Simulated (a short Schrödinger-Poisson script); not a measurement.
Structure: MOS inversion layer, Al2O3 on p-type Ge(100), at 300 K.

| layer | material | thickness (nm) | Na (cm⁻³) |
|---|---|---|---|
| 1 | Al2O3 | 6.3 | - |
| 2 | Ge | 190 | 4.9e18 |

Constants are typed, rounded textbook-type inputs, not results; the design itself was drawn at random and stands for no fabricated device. Al2O3: permittivity 9, conduction-band edge (eV) 2.65, gap (eV) 6.8, electron mass (mₑ) 0.3. Ge: permittivity 16, conduction-band edge (eV) 0, gap (eV) 0.664, Nv at 300 K (cm⁻³) 6e18.

Channel valleys (confinement mass, in-plane density-of-states mass, number): L4 0.12, 0.295, 4. At the gate the conduction-band edge of layer 1 lies 2.61 eV − eVg above the Fermi level of the channel; the field vanishes at the back. Gaps are held at their typed values at every temperature. Mesh 0.03 nm at interfaces.

Solved with a short Schrödinger-Poisson script written for these runs: 1D Poisson equation in equilibrium, electrons quantum, Hartree (BenDaniel-Duke, 12 states a valley, the channel's in-plane mass for all, wave functions ending at the dielectric), parabolic valleys, classical holes, full ionisation, no traps, pinning or gate leakage.

Only gate voltages with over 1e8 electrons/cm² are shown.

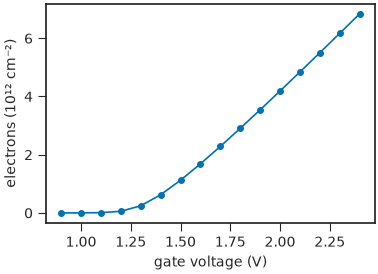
Figure: Sheet density against gate voltage

| Vg (V) | electrons (cm⁻²) | C (μF/cm²) | L4 E0 (meV) | L4 E1 (meV) |
|---|---|---|---|---|
| 0.9 | 2.07e8 | 0.538 | 285.1 | 466.0 |
| 1 | 1.33e9 | 0.526 | 236.9 | 426.6 |
| 1.1 | 8.95e9 | 0.526 | 187.7 | 385.6 |
| 1.2 | 5.63e10 | 0.582 | 140.1 | 345.4 |
| 1.3 | 2.45e11 | 0.739 | 101.9 | 313.2 |
| 1.4 | 6.24e11 | 0.874 | 77.4 | 293.2 |
| 1.5 | 1.12e12 | 0.948 | 61.6 | 281.0 |
| 1.6 | 1.69e12 | 0.989 | 50.6 | 273.0 |
| 1.7 | 2.28e12 | 1.01 | 42.1 | 267.3 |
| 1.8 | 2.91e12 | 1.03 | 35.2 | 263.0 |
| 1.9 | 3.54e12 | 1.04 | 29.4 | 259.7 |
| 2 | 4.19e12 | 1.05 | 24.4 | 257.0 |
| 2.1 | 4.84e12 | 1.06 | 20.0 | 254.8 |
| 2.2 | 5.50e12 | 1.07 | 15.9 | 253.0 |
| 2.3 | 6.17e12 | 1.07 | 12.3 | 251.5 |
| 2.4 | 6.84e12 | 1.07 | 8.8 | - |

Subbands count from the Fermi level; a dash marks a level above the dielectric's band edge.

Only the L valleys are kept; under strong confinement the Δ valleys of Ge fill too.
